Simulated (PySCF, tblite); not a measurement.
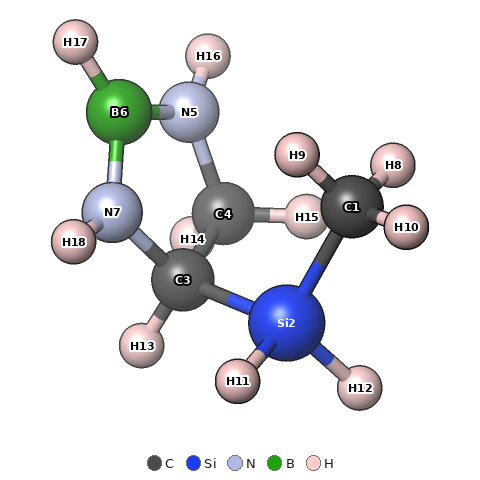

Geometry used (C₃H₁₁BN₂Si, SMILES C[SiH2][C@@H]1CNBN1).

GIAO shifts, PBE0/pcSseg-1 in PySCF, at a GFN2-xTB geometry (a minimum by its frequencies), against TMS for ¹³C, TMS for ²⁹Si and NH₃ for ¹⁵N computed at the same level (¹⁵N: a single molecule, while the usual scales start at liquid NH₃ or nitromethane; multiply bonded nitrogen can come out tens of ppm too deshielded). Gas phase, fully decoupled, line heights follow the number of nuclei, widths are arbitrary (no quadrupolar broadening); values of one conformer, averaged over methyl-type rotors and exact or near symmetry; other conformers aren't averaged in.

Question: Predict the ¹³C spectrum.

Answer: 3 signals.


```csv
δ (ppm),nuclei,atoms
50.3,1,C4
44.5,1,C3
−13.4,1,C1
```

Question: Which ²⁹Si signals does it give?

Answer: 1 signal.


| δ (ppm) | nuclei | atoms |
| --- | --- | --- |
| −44.1 | 1 | Si2 |

Question: How many ¹⁵N lines appear, and where?

Answer: 2 signals.


| δ (ppm) | nuclei | atoms |
| --- | --- | --- |
| 83.6 | 1 | N5 |
| 83.2 | 1 | N7 |

The order of signals that lie close, as those under 3 ppm apart, is within the error of the method.

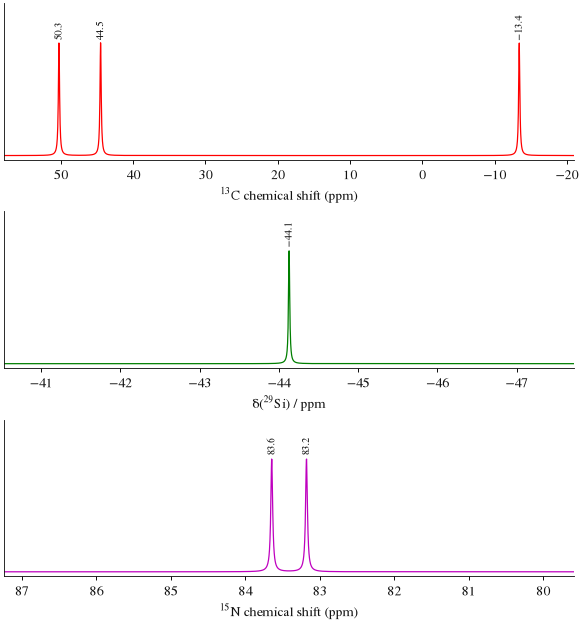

Known limits of this run: the tight-binding geometry is rougher than a DFT one and adds to the error.
